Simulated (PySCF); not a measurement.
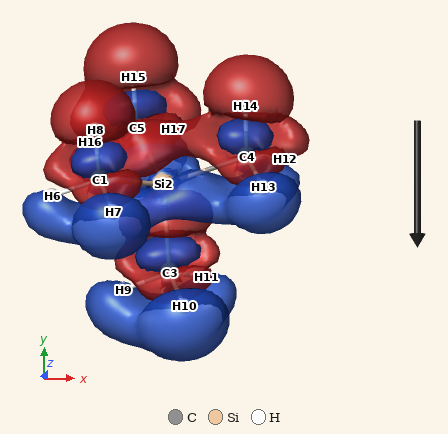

Figure. C4H12Si, SMILES `C[Si](C)(C)C`. Change of the electron density in a uniform field of 0.21 V/Å along −y (arrow), surfaces at ±0.001 e/Å³ (red: gain, blue: loss).

Computed with PySCF, PBE/6-311+G**, geometry: GFN2-xTB. No frequency check shows the geometry to be a minimum. The basis has diffuse s and p functions alone, which still leaves polarisabilities too small, most of all across bonds.

> How large is the response?

The induced dipole is 0.79 D (along the field); α along this axis, from the fields in both directions, is 78 bohr³ (11.6 Å³).

> Which atoms gain and lose the most charge?

Electrons gather most on H15 (Hirshfeld charge changes by −0.009 e) and leave H10 most (+0.008 e); 0.070 electrons are displaced in all.

Cost of the run: 2.5 min on 1 thread of Arm Neoverse N1, with other jobs on the host, peak memory 0.67 GiB.
